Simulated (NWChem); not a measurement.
**CH3FO (SMILES OCF): wB97X-D3-own D3(0)/MINI**

What is the vertical ionisation energy of CH3FO at wB97X-D3-own D3(0)/MINI? 

The results are computed with NWChem 7.3.0.

**1. The molecule**

The species is CH3FO (6 atoms), typed as a singlet with charge 0. As SMILES, `OCF`. The shape is that of a PBE0-D4/def2-TZVP optimisation.

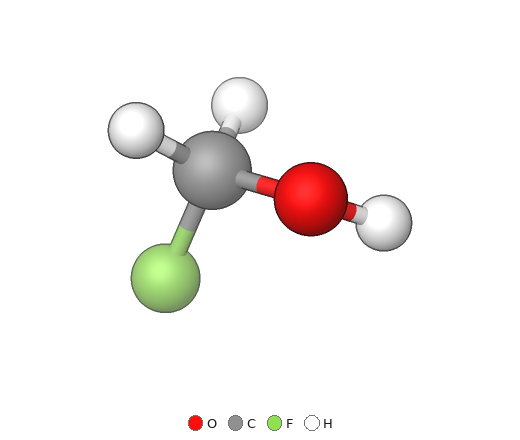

The structure, seen from a chosen angle (oxygen red, carbon grey, fluorine green, hydrogen white).

**2. Energy and forces at wB97X-D3-own D3(0)/MINI**

File m1.nw:

```
start m1
title "CH3FO gradient"
memory total 2200 mb
geometry units angstrom noautosym nocenter noautoz
  O       -0.794000      -0.697200      -0.247400
  C        0.250200       0.049000       0.230800
  F       -0.094100       1.383200       0.323800
  H       -0.928700      -0.495100      -1.178000
  H        1.136800       0.004900      -0.412500
  H        0.472100      -0.308800       1.237300
end
basis "ao basis" spherical bse
  O library MINI
  C library MINI
  F library MINI
  H library MINI
end
dft
  xc wb97x-d3
  grid medium
  direct
  mulliken
end
task dft gradient
```

Run with:

```bash
nwchem m1.nw > m1.out
```

The program printed:

```text
Northwest Computational Chemistry Package (NWChem) 7.3.0
             --------------------------------------------------------

           Job information
           ---------------

    nwchem branch   = 7.3.0
    use scalapack   = T
    input           = m1.nw
    prefix          = m1.
    data base       = ./m1.db
    status          = startup
    nproc           =        1

           Memory information
           ------------------

    heap     =     72089596 doubles =      550.0 Mbytes
    stack    =     72089601 doubles =      550.0 Mbytes
    global   =    144179200 doubles =     1100.0 Mbytes (distinct from heap & stack)
    total    =    288358397 doubles =     2200.0 Mbytes
    verify   = yes
    hardfail = no

           Directory information
           ---------------------

  0 permanent = .
  0 scratch   = .

                                NWChem Input Module
                                -------------------

                                  CH3FO gradient
                                  --------------

 Scaling coordinates for geometry "geometry" by  1.889725989
 (inverse scale =  0.529177249)

                             Geometry "geometry" -> ""
                             -------------------------

 Output coordinates in angstroms (scale by  1.889725989 to convert to a.u.)

[... 19 lines left out ...]
            Nuclear Dipole moment (a.u.)
[... 92 lines left out ...]
          Convergence on density requested:  1.00D-05
[... 29 lines left out ...]
          Spatial weights used:  Erf1
[... 3 lines left out ...]
          Convergence aids based upon iterative change in
[... 78 lines left out ...]
         Total DFT energy =     -213.355636999320
[... 1 line left out ...]
           Coulomb energy =      183.432153481534
[... 1 line left out ...]
 Nuclear repulsion energy =       79.440330926860
[... 198 lines left out ...]
          Convergence on energy requested:  1.00D-06
[... 1 line left out ...]
          Convergence on gradient requested:  5.00D-04
[... 30 lines left out ...]
          Convergence Information
[... 2 lines left out ...]
          total energy or number of iterations.
[... 13 lines left out ...]
          AO Gaussian exp screening on grid/accAOfunc:  14
          CD Gaussian exp screening on grid/accCDfunc:  20
          XC Gaussian exp screening on grid/accXCfunc:  20
          Schwarz screening/accCoul:  1.00D-08

  int_init: cando_txs set to always be  F
  intd_init: cando_txs set to always be  F

                            NWChem DFT Gradient Module
                            --------------------------

                                  CH3FO gradient

  charge          =   0.00
  wavefunction    = closed shell

  int_init: cando_txs set to always be  F
  intd_init: cando_txs set to always be  F

                         DFT ENERGY GRADIENTS

    atom               coordinates                        gradient
                 x          y          z           x          y          z
   1 O      -1.500442  -1.317517  -0.467518    0.065544   0.088136  -0.073695
   2 C       0.472809   0.092597   0.436149    0.002743  -0.011757   0.006756
   3 F      -0.177823   2.613869   0.611893    0.023741  -0.098921  -0.007041
   4 H      -1.754989  -0.935603  -2.226097    0.016432  -0.024083   0.110976
   5 H       2.148241   0.009260  -0.779512   -0.081924   0.009296   0.050179
   6 H       0.892140  -0.583547   2.338158   -0.026536   0.037329  -0.087174

                 ----------------------------------------
                 |  Time  |  1-e(secs)   |  2-e(secs)   |
                 ----------------------------------------
                 |  CPU   |       0.00   |       0.09   |
                 ----------------------------------------
                 |  WALL  |       0.00   |       0.09   |
                 ----------------------------------------

 Task  times  cpu:        1.5s     wall:        1.5s
 Total times  cpu:        1.5s     wall:        1.5s
```

Run time: 2 s. Hardware: 1 thread of Intel Xeon 6975P-C (Granite Rapids), shared host; peak memory 0.11 GiB.

**3. The doublet cation, same level**

File ch3fo.nw:

```
start ch3fo
memory stack 880 mb heap 220 mb global 1100 mb
charge 1

geometry units angstroms noautosym nocenter noautoz
  O    -0.794000   -0.697200   -0.247400
  C     0.250200    0.049000    0.230800
  F    -0.094100    1.383200    0.323800
  H    -0.928700   -0.495100   -1.178000
  H     1.136800    0.004900   -0.412500
  H     0.472100   -0.308800    1.237300
end

basis "ao basis" spherical bse
  * library MINI
end

dft
  xc wb97x-d3
  mult 2
  grid medium
  direct
  maxiter 150
  mulliken
  noprint "final vectors analysis"
end

task dft gradient
```

Run with:

```bash
nwchem ch3fo.nw > ch3fo.out
```

The program printed:

```text
Northwest Computational Chemistry Package (NWChem) 7.3.0
             --------------------------------------------------------

           Job information
           ---------------

    nwchem branch   = 7.3.0
    use scalapack   = T
    input           = ch3fo.nw
    prefix          = ch3fo.
    data base       = ./ch3fo.db
    status          = startup
    nproc           =        1

           Memory information
           ------------------

    heap     =     28835840 doubles =      220.0 Mbytes
    stack    =    115343357 doubles =      880.0 Mbytes
    global   =    144179200 doubles =     1100.0 Mbytes (distinct from heap & stack)
    total    =    288358397 doubles =     2200.0 Mbytes
    verify   = yes
    hardfail = no

           Directory information
           ---------------------

  0 permanent = .
  0 scratch   = .

                                NWChem Input Module
                                -------------------

 Scaling coordinates for geometry "geometry" by  1.889725989
 (inverse scale =  0.529177249)

                             Geometry "geometry" -> ""
                             -------------------------

 Output coordinates in angstroms (scale by  1.889725989 to convert to a.u.)

[... 115 lines left out ...]
          Convergence on energy requested:  1.00D-06
[... 1 line left out ...]
          Convergence on gradient requested:  5.00D-04
[... 30 lines left out ...]
          Convergence Information
[... 2 lines left out ...]
          total energy or number of iterations.
[... 39 lines left out ...]
 1-e energy   =    -433.335139
[... 41 lines left out ...]
   convergence    iter        energy       DeltaE   RMS-Dens  Diis-err    time
[... 14 lines left out ...]
      One electron energy =     -441.113157946072
[... 1 line left out ...]
    Exchange-Corr. energy =      -24.761400354901
[... 112 lines left out ...]
          Convergence on energy requested:  1.00D-06
[... 1 line left out ...]
          Convergence on gradient requested:  5.00D-04
[... 30 lines left out ...]
          Convergence Information
[... 2 lines left out ...]
          total energy or number of iterations.
[... 11 lines left out ...]
      -------------------------------
          Density screening/tol_rho:  1.00D-10
          AO Gaussian exp screening on grid/accAOfunc:  14
          CD Gaussian exp screening on grid/accCDfunc:  20
          XC Gaussian exp screening on grid/accXCfunc:  20
          Schwarz screening/accCoul:  1.00D-08

  int_init: cando_txs set to always be  F
  intd_init: cando_txs set to always be  F

                            NWChem DFT Gradient Module
                            --------------------------

  charge          =   1.00
  wavefunction    = open shell

  int_init: cando_txs set to always be  F
  intd_init: cando_txs set to always be  F

                         DFT ENERGY GRADIENTS

    atom               coordinates                        gradient
                 x          y          z           x          y          z
   1 O      -1.500442  -1.317517  -0.467518    0.026662   0.093036  -0.077689
   2 C       0.472809   0.092597   0.436149    0.051512  -0.026298  -0.029820
   3 F      -0.177823   2.613869   0.611893    0.014168  -0.089734   0.003000
   4 H      -1.754989  -0.935603  -2.226097    0.049085  -0.029966   0.142430
   5 H       2.148241   0.009260  -0.779512   -0.104741   0.013882   0.069345
   6 H       0.892140  -0.583547   2.338158   -0.036686   0.039079  -0.107267

                 ----------------------------------------
                 |  Time  |  1-e(secs)   |  2-e(secs)   |
                 ----------------------------------------
                 |  CPU   |       0.00   |       0.09   |
                 ----------------------------------------
                 |  WALL  |       0.00   |       0.09   |
                 ----------------------------------------

 Task  times  cpu:        3.8s     wall:        3.8s
 Total times  cpu:        3.8s     wall:        3.8s
```

It took 4.5 s on 1 thread of Intel Xeon 6975P-C (Granite Rapids), shared host; peak memory 0.11 GiB.

**4. Outcome**

At wB97X-D3-own D3(0)/MINI:

| quantity | value |
| --- | --- |
| singlet CH3FO: total energy | -213.35564 Eh |
| singlet CH3FO: dipole moment | 1.83 D |
| singlet CH3FO: HOMO energy | -11.30 eV |
| singlet CH3FO: LUMO energy | 6.30 eV |
| singlet CH3FO: HOMO–LUMO gap | 17.60 eV |
| singlet CH3FO: dispersion energy | -1.07 kJ/mol |
| singlet CH3FO: largest force on an atom | 6.802 eV/Å |
| doublet cation: total energy | -212.89063 Eh |
| doublet cation: dispersion energy | -1.07 kJ/mol |
| doublet cation: ⟨S²⟩ | 0.754 |
| doublet cation: largest force on an atom | 7.899 eV/Å |
| vertical ionisation energy (to the doublet cation) | 12.653 eV |

Removing an electron at fixed nuclei costs 12.65 eV (1221 kJ/mol). The largest force (singlet CH3FO) is 6.80 eV/Å: the shape isn't a stationary point for this species at this level. The negative HOMO energy of the first species, 11.30 eV, lies 1.35 eV below that difference. Mulliken charges (singlet CH3FO) run from -0.52 on O1 to +0.40 on H4. Mulliken charges (doublet cation) run from -0.29 on O1 to +0.56 on H4; they depend strongly on the basis.
